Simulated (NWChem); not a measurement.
# triplet CBr2ClF at 3 levels

Aim: a comparison of 3 runs (UHF/3-21G, UB3LYP/6-31G*) of triplet CBr2ClF. 

The calculation is run with NWChem 7.3.0.

3 further runs of the same task are left out: 3 that didn't finish.

## 1. Starting point

The species is CBr2ClF (5 atoms), meant as a triplet with charge 0. SMILES of the parent species: `FC(Cl)(Br)Br`. The coordinates come from a PBE0-D4/def2-TZVP relaxation. That shape belongs to the parent species and isn't relaxed for this state.

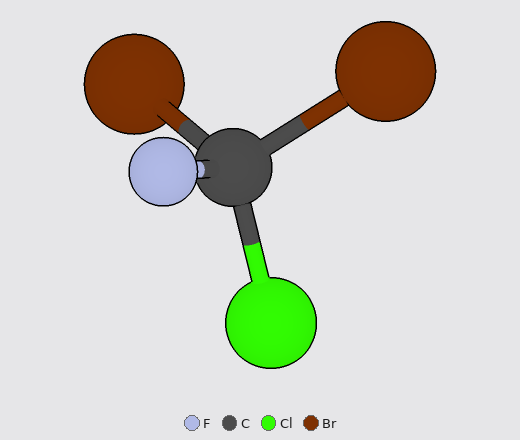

Viewed from a chosen angle; fluorine light blue, carbon dark grey, chlorine green, bromine brown.

## 2. The energy at UHF/3-21G (run 1)

Input file cbr2clf.nw:

```
echo
start cbr2clf
title "CBr2ClF hf"
memory 2200 mb

geometry units bohr noautosym nocenter noautoz
  F    2.30433204  -1.33905993   0.50380098
  C    0.14116254  -0.12755651   0.07880158
  Cl  -1.78276763  -0.40081091   2.76013398
  Br  -1.47757686  -1.65728981  -2.82419569
  Br   0.90933621   3.38544435  -0.59696448
end

basis spherical bse
  * library 3-21G
end

scf
  triplet
  uhf
  thresh 1e-08
  maxiter 80
  print low
end

task scf energy
```

On the command line:

```
nwchem cbr2clf.nw > cbr2clf.out
```

What it wrote:

```text
[...]
  functions       =    75
[...]
  wavefunction    = UHF
[...]
         Total SCF energy =  -5713.719324315787
      One electron energy =  -9428.460537659912
      Two electron energy =   2979.215709827989
 Nuclear repulsion energy =    735.525503516135
                       Sz =      1.0000
                 Sz(Sz+1) =      2.0000
                      S^2 =      2.0098
[...]
```

It took 58 s on 1 thread of Intel Xeon Platinum 8488C (Sapphire Rapids), shared host; peak memory 0.099 GiB.

## 3. The energy at UB3LYP/6-31G(d) (spherical functions) (run 2)

Input file cbr2clf.nw:

```
start cbr2clf
title "CBr2ClF energy"
memory total 2200 mb
charge 0

geometry units angstroms noautosym nocenter noautoz
  F     1.219400   -0.708600    0.266600
  C     0.074700   -0.067500    0.041700
  Cl   -0.943400   -0.212100    1.460600
  Br   -0.781900   -0.877000   -1.494500
  Br    0.481200    1.791500   -0.315900
end

basis spherical bse
  * library 6-31G*
end

dft
  xc b3lyp
  mult 3
  grid fine
  convergence energy 1e-08
  iterations 100
  mulliken
end

task dft
```

On the command line:

```
nwchem cbr2clf.nw > cbr2clf.out
```

What it wrote:

```text
[...]
          Wavefunction type:  spin polarized.
          No. of atoms     :     5
          No. of electrons :   102
[...]
          Charge           :     0
          Spin multiplicity:     3
[...]
          AO basis - number of functions:   110
[...]
              XC Information
              --------------
                         B3LYP Method XC Potential
                     Hartree-Fock (Exact) Exchange  0.200
                        Slater Exchange Functional  0.800 local
                    Becke 1988 Exchange Functional  0.720 non-local
              Lee-Yang-Parr Correlation Functional  0.810
                  VWN I RPA Correlation Functional  0.190 local
[...]
 d= 0,ls=0.0,diis     1  -5745.5246395098 -6.48D+03  1.83D-02  3.52D-01     5.5
[...]
 d= 0,ls=0.0,diis    17  -5745.6872621658 -7.31D-10  2.85D-07  4.06D-11    69.9
[...]
         Total DFT energy =    -5745.687262165777
      One electron energy =    -9454.961371787465
           Coulomb energy =     3200.604374230750
    Exchange-Corr. energy =     -226.855820939115
 Nuclear repulsion energy =      735.525556330054
[...]
      Total Density - Mulliken Population Analysis
     ---------------------------------------------
    Atom       Charge   Shell Charges
 -----------   ------   -------------------------------------------------------
    1 F    9     9.25   2.00  0.94  3.31  1.03  1.96  0.02
    2 C    6     5.88   2.00  0.77  1.74  0.60  0.68  0.10
    3 Cl  17    16.99   2.00  2.00  5.97  1.43  3.60  0.52  1.45  0.03
    4 Br  35    34.94   2.00  2.00  6.00  2.00  5.99  1.67  3.70  0.30  1.23  6.95  2.92  0.19
    5 Br  35    34.94   2.00  2.00  6.00  2.00  5.99  1.67  3.70  0.30  1.23  6.95  2.92  0.20
[...]
      <S2> =      2.0044 (Exact =     2.0000)
[...]
```

Wall time 71 s (1 thread of Intel Xeon Platinum 8488C (Sapphire Rapids), shared host); peak memory 0.12 GiB.

## 4. The energy at UB3LYP/6-31G(d) (Cartesian functions) (run 3)

Input file mol.xyz:

```xyz
5

F      1.219400    -0.708600     0.266600
C      0.074700    -0.067500     0.041700
Cl    -0.943400    -0.212100     1.460600
Br    -0.781900    -0.877000    -1.494500
Br     0.481200     1.791500    -0.315900
```

Input file run.py:

```python
from ase.io import read
from ase.calculators.nwchem import NWChem

molecule = read('mol.xyz')

calc = NWChem(
    label='mol',
    theory='dft',
    memory='2200 mb',
    basis='6-31G*',
    dft={'xc': 'b3lyp', 'mult': '3', 'grid': 'fine', 'convergence': 'energy 1e-08', 'iterations': '100', 'mulliken': None},
    task='energy',
)
molecule.calc = calc

print("Total energy (eV):", round(molecule.get_potential_energy(), 6))
```

On the command line:

```
export ASE_NWCHEM_COMMAND="nwchem PREFIX.nwi > PREFIX.nwo"
python run.py
```

What it wrote:

```text
Total energy (eV): -156348.731991
```

The calculator wrote mol.nwi:

```
title "mol"

permanent_dir mol

scratch_dir mol

start mol

geometry units angstrom nocenter noautosym noautoz
  F  1.2194000000000000e+00 -7.0860000000000001e-01 2.6660000000000000e-01
  C  7.4700000000000003e-02 -6.7500000000000004e-02 4.1700000000000001e-02
  Cl -9.4340000000000002e-01 -2.1210000000000001e-01 1.4605999999999999e+00
  Br -7.8190000000000004e-01 -8.7700000000000000e-01 -1.4944999999999999e+00
  Br 4.8120000000000002e-01 1.7915000000000001e+00 -3.1590000000000001e-01
end

memory 2200 mb

basis noprint
   * library 6-31G*
end

dft
  xc b3lyp
  mult 3
  grid fine
  convergence energy 1e-08
  iterations 100
  mulliken
end

task dft energy
```

mol.nwo:

```text
Northwest Computational Chemistry Package (NWChem) 7.3.0
             --------------------------------------------------------

           Job information
           ---------------

    nwchem branch   = 7.3.0
    use scalapack   = T
    input           = mol.nwi
    prefix          = mol.
    data base       = mol/mol.db
    status          = startup
    nproc           =        1

           Memory information
           ------------------

    heap     =     72089596 doubles =      550.0 Mbytes
    stack    =     72089601 doubles =      550.0 Mbytes
    global   =    144179200 doubles =     1100.0 Mbytes (distinct from heap & stack)
    total    =    288358397 doubles =     2200.0 Mbytes
    verify   = yes
    hardfail = no

[... 100 lines left out ...]
  convergence criterion.
[... 17 lines left out ...]
          Convergence on gradient requested:  5.00D-04
[... 27 lines left out ...]
          Convergence aids based upon iterative change in
[... 28 lines left out ...]
 1-e energy   =   -9456.679966
[... 53 lines left out ...]
         Total DFT energy =    -5745.709970480284
[... 2 lines left out ...]
    Exchange-Corr. energy =     -226.745731076330
[... 846 lines left out ...]
                     DFT Final Beta Molecular Orbital Analysis
[... 948 lines left out ...]
 center of mass
 --------------
 x =  -0.27582149 y =   0.43012124 z =  -0.73680783

 moments of inertia (a.u.)
 ------------------
        1948.162922967689        -434.657836446176         -94.336806988696
        -434.657836446176        1250.257414452803        -232.476366533739
         -94.336806988696        -232.476366533739        1569.185596587367

     Multipole analysis of the density
     ---------------------------------

     L   x y z        total         alpha         beta         nuclear
     -   - - -        -----         -----         ----         -------
     0   0 0 0     -0.000000    -52.000000    -50.000000    102.000000

     1   1 0 0     -0.003626     14.713738     13.892142    -28.609507
[... 8 lines of this table left out ...]
     2   0 0 2    -43.783967   -239.634533   -227.618420    423.468986

 Task  times  cpu:       73.6s     wall:       73.6s
 Total times  cpu:       73.6s     wall:       73.6s
```

It took 75 s on 1 thread of Intel Xeon Platinum 8488C (Sapphire Rapids), shared host; peak memory 0.12 GiB.

## 5. Overview of the runs

| run | level | iteration cap | module | energy (Eh) | ⟨S²⟩ | wall time |
| --- | --- | --- | --- | --- | --- | --- |
| 1 | UHF/3-21G | 80 | scf | -5713.719324 | 2.010 | 58 s |
| 2 | UB3LYP/6-31G* (spherical functions) | 100 | dft | -5745.687262 | 2.004 | 71 s |
| 3 | UB3LYP/6-31G* (Cartesian functions) | 100 | dft | -5745.709970 | 2.005 | 75 s |

## 6. Outcome

| quantity | value |
| --- | --- |
| run 3: total energy | -5745.70997 Eh |
| run 3: dipole moment | 0.34 D |
| run 3: HOMO energy (highest over α and β) | -3.82 eV |
| run 3: ⟨S²⟩ | 2.005 |

All runs together took 3.4 min, the longest 75 s.
